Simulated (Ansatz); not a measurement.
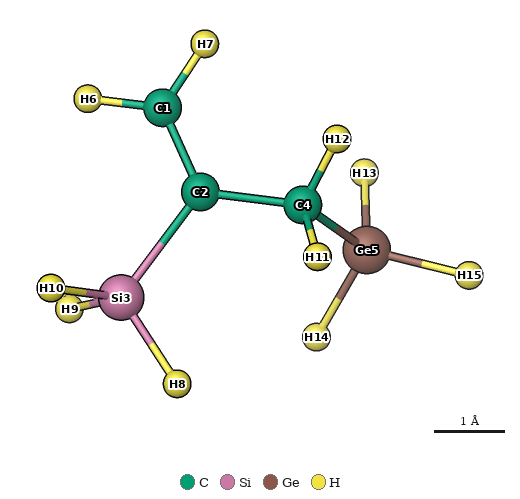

Figure 1. The structure (ball-and-stick view, seen at a tilt; atoms are numbered from 1 in the order of the input). Sticks mark near contacts. Bond lengths as drawn: C–C 1.35 to 1.51 Å, C–Ge 1.99 Å, C–H 1.10 to 1.11 Å, C–Si 1.90 Å, Ge–H 1.55 Å and H–Si 1.51 Å.

## Phonon calculation of C₃H₁₀GeSi

The run: phonon calculation of C₃H₁₀GeSi. Method and program: RKS PBE/def2-SVP (Ansatz 0.2.0).

It belongs to a series of runs on one base structure; here: vibrations at the highest image of the band. Figures and captions count atoms from 1; the log counts them from 0 in places.

**Output**
```
Engine: ansatz 0.2.0, aarch64-unknown-linux-gnu
Functional definition: PBE
  parameter kappa = 0.804
  parameter beta = 0.06672455060314922
  exchange = pbe_x(kappa = kappa, mu = beta*pi^2/3)
  correlation = pbe_c(beta = beta)
1601 factors; their error is unknown
mean field evaluation 1: about -67629.3303 eV, gradient 6.3e1 eV
mean field evaluation 2: about -67606.4550 eV, gradient 1.1e2 eV
mean field evaluation 4: about -67639.3690 eV, gradient 7.4e0 eV
mean field evaluation 8: about -67639.5009 eV, gradient 2.1e-1 eV
mean field evaluation 16: about -67639.4008 eV, gradient 3.4e-4 eV
mean field -67639.40084416 eV, -2485.7021333904 hartree, gradient 2.9e-5 eV, S^2 0.000000; 0 other end points of the search recorded, 0 dependent functions left out
the calculation of the forces begins
reference -67639.40088775 eV, -2485.7021349923 hartree; 37, 37 occupied and 105, 105 virtual orbitals, 1601 factors
these checks for a lower state are left out or cut short: stability, starts, cluster_reference, orbital_swaps, neighbouring_geometries, increment
1601 factors; their error is unknown
mean field -67639.40064901 eV, -2485.7021262187 hartree, gradient 2.9e-6 eV, S^2 0.000000; 0 other end points of the search recorded, 0 dependent functions left out
[... from here on the field's lines of each further geometry are left out, up to the last ...]
the calculation of the forces begins
reference -67639.40088329 eV, -2485.7021348282 hartree; 37, 37 occupied and 105, 105 virtual orbitals, 1601 factors
these checks for a lower state are left out or cut short: stability, starts, cluster_reference, orbital_swaps, neighbouring_geometries, increment
1601 factors; their error is unknown
mean field -67639.40083664 eV, -2485.7021331141 hartree, gradient 8.8e-7 eV, S^2 0.000000; 0 other end points of the search recorded, 0 dependent functions left out
the calculation of the forces begins
reference -67639.40088023 eV, -2485.7021347160 hartree; 37, 37 occupied and 105, 105 virtual orbitals, 1601 factors
WARN: phonons: modes at or below zero, which the zero-point energy, F, S and C_V leave out: 1, the lowest at -107.90 cm⁻¹. A minimum has none, and a first-order saddle one
Total energy: -67639.40088775 eV, -2485.7021349923 hartree
Atom 0 at    -0.067464     1.261389     1.536691 Å, force    -0.023709     0.037802     0.004204 eV/Å
Atom 1 at    -0.366875     0.279769     0.653543 Å, force     0.008897    -0.007037     0.007234 eV/Å
Atom 2 at    -1.917220     0.474358    -0.434585 Å, force     0.014761     0.013011     0.005747 eV/Å
Atom 3 at     0.490709    -0.948332     0.494378 Å, force    -0.002419     0.001524    -0.022235 eV/Å
Atom 4 at     1.700239    -0.802667    -1.084692 Å, force     0.003311    -0.002659     0.005678 eV/Å
Atom 5 at    -0.684349     2.170912     1.635379 Å, force     0.003314    -0.008057    -0.005014 eV/Å
Atom 6 at     0.811077     1.199987     2.205194 Å, force     0.002818    -0.023551    -0.008774 eV/Å
Atom 7 at    -2.045973    -0.701199    -1.365662 Å, force    -0.000109    -0.006669    -0.003873 eV/Å
Atom 8 at    -1.861484     1.735746    -1.255934 Å, force     0.002200    -0.008295     0.005669 eV/Å
Atom 9 at    -3.153210     0.535162     0.423069 Å, force    -0.009804     0.001059     0.004341 eV/Å
Atom 10 at    -0.115115    -1.865647     0.339374 Å, force    -0.001507     0.001377     0.001011 eV/Å
Atom 11 at     1.136683    -1.115445     1.382084 Å, force     0.004569     0.003340     0.001981 eV/Å
Atom 12 at     2.750183     0.308410    -0.820903 Å, force    -0.000615     0.000870     0.002062 eV/Å
Atom 13 at     0.877385    -0.428014    -2.346695 Å, force    -0.003574    -0.000361     0.001363 eV/Å
Atom 14 at     2.423516    -2.155227    -1.331940 Å, force     0.001866    -0.002356     0.000607 eV/Å
Dipole moment:     0.073573    -0.065127     0.127414 e Å
Vibrations: -107.90 73.40 96.75 118.76 240.02 340.19 371.94 469.21 477.60 569.54 610.77 632.38 658.62 729.60 794.87 801.40 854.44 858.31 890.70 891.06 906.79 914.78 943.42 1067.83 1113.43 1197.99 1365.41 1392.26 1617.98 2068.82 2084.28 2090.13 2157.44 2162.61 2169.63 2979.32 3041.42 3043.45 3133.86 cm⁻¹, zero-point energy 2.847322 eV
```

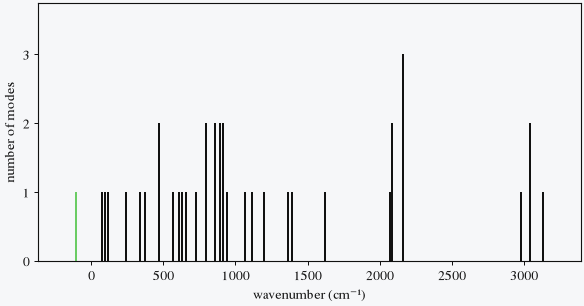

Figure 2. Harmonic vibrational wavenumbers from the force constants; neighbouring modes closer than 15 cm⁻¹ are counted in one stick, and imaginary ones are drawn at negative wavenumbers. 39 modes from 108i to 3134 cm⁻¹, 1 imaginary beyond 8i (108i cm⁻¹): a first-order saddle point, if the geometry is stationary.

The run was set up as follows.

**Input file**
```yaml
crystal:
  periodic: [false, false, false]
  atoms:
    - { symbol: C, position_ang: [-0.067464, 1.261389, 1.536691] }
    - { symbol: C, position_ang: [-0.366875, 0.279769, 0.653543] }
    - { symbol: Si, position_ang: [-1.91722, 0.474358, -0.434585] }
    - { symbol: C, position_ang: [0.490709, -0.948332, 0.494378] }
    - { symbol: Ge, position_ang: [1.700239, -0.802667, -1.084692] }
    - { symbol: H, position_ang: [-0.684349, 2.170912, 1.635379] }
    - { symbol: H, position_ang: [0.811077, 1.199987, 2.205194] }
    - { symbol: H, position_ang: [-2.045973, -0.701199, -1.365662] }
    - { symbol: H, position_ang: [-1.861484, 1.735746, -1.255934] }
    - { symbol: H, position_ang: [-3.15321, 0.535162, 0.423069] }
    - { symbol: H, position_ang: [-0.115115, -1.865647, 0.339374] }
    - { symbol: H, position_ang: [1.136683, -1.115445, 1.382084] }
    - { symbol: H, position_ang: [2.750183, 0.30841, -0.820903] }
    - { symbol: H, position_ang: [0.877385, -0.428014, -2.346695] }
    - { symbol: H, position_ang: [2.423516, -2.155227, -1.33194] }
basis:
  gaussian: { orbitals: def2-SVP }
hamiltonian:
  xc: pbe
phonons: {}
```

Command:
```bash
ansatz run input.yaml --threads 2 --pin off --max-ram 3072MiB --backend cpu --events-out ev --progress --plain --runs-dir out
```

**Results in brief**

| quantity | value |
| --- | --- |
| outcome | converged |
| total energy | −67639.4009 eV |
| mean-field energy | −67639.4009 eV |
| largest force (length of the vector) | 0.045 eV/Å |
| hardware | 2 threads of Arm Neoverse V2, 24 GiB of memory available, shared host |
| wall time | 2.7 min (CPU time 5.3 min) |
| peak memory | 0.19 GiB |
